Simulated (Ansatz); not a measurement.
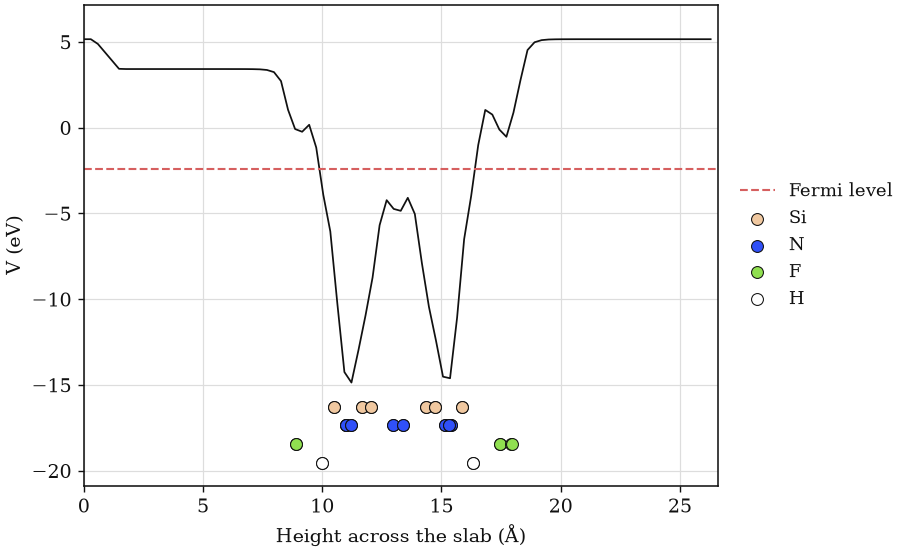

Plane-averaged electrostatic potential energy of an electron across the slab; circles at the bottom mark the heights of the atoms (positions after relaxation).

Calculation on a (100) slab cut from Si₃N₄ (P6_3/m), of composition Si₆H₂N₈F₃ (not the bulk's), ended by Si planes, 38 atoms in the cell.

Ansatz 0.2.0; DFT PBE+D3(BJ), scalar-relativistic, plane waves, PAW, no spin polarisation, 3×2×1 k mesh, 420 eV cutoff, Gaussian smearing of 0.05 eV.

### Read off the work function of each face.

The work function is 7.57 eV at the right face and 5.83 eV at the left.

### Do the two faces differ, and what does that say about the slab's dipole?

The vacuum level is 1.74 eV higher at the right than at the left, so the slab carries a dipole along its normal; the ramp in the vacuum, at or near the edge of the plot, is the dipole correction that keeps each side flat. Some atoms were held fixed in the relaxation, which can itself make the faces differ.
